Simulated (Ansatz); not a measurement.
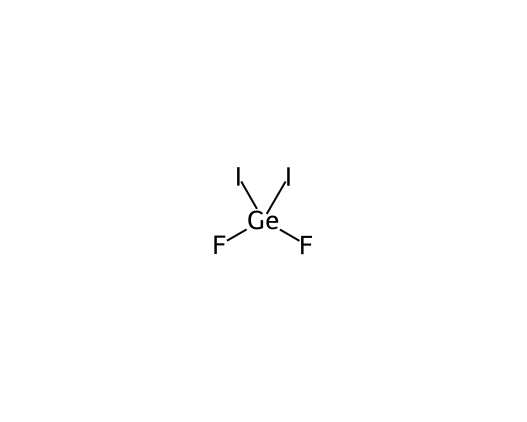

The drawing above gives the connectivity. Computed geometry: PBE-D4/def2-SVP optimisation. No frequency run is at hand to confirm it as a minimum.

What does the molecule look like in three dimensions?

The molecule is GeI₂F₂. SMILES: `[F][Ge]([F])([I])[I]`. This geometry has C2v symmetry. Coordination: 1 Ge tetrahedral.

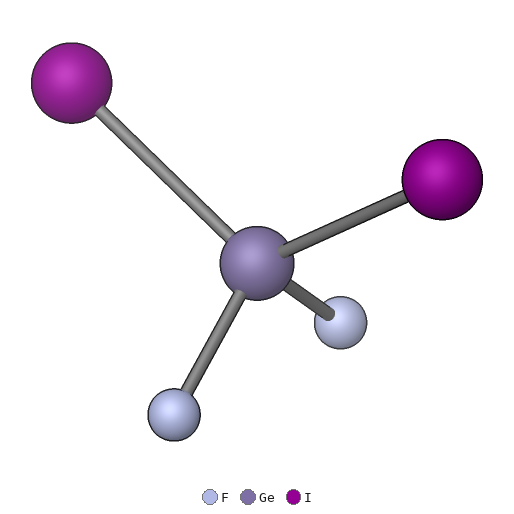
